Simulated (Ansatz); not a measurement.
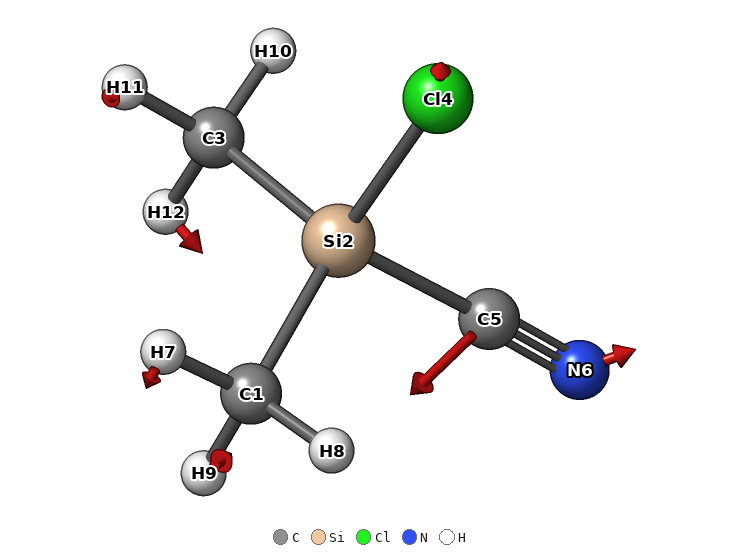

The arrows show one normal mode. Harmonic vibrations computed with RKS PBE0-D4/def2-TZVP (Ansatz 0.2.0) at a stationary point of the same level.

**Describe the motion.**

Mostly C–Si–Cl bending.

**At what wavenumber does it lie?**

367 cm⁻¹; it is mode 8 of 30 counted from the lowest.
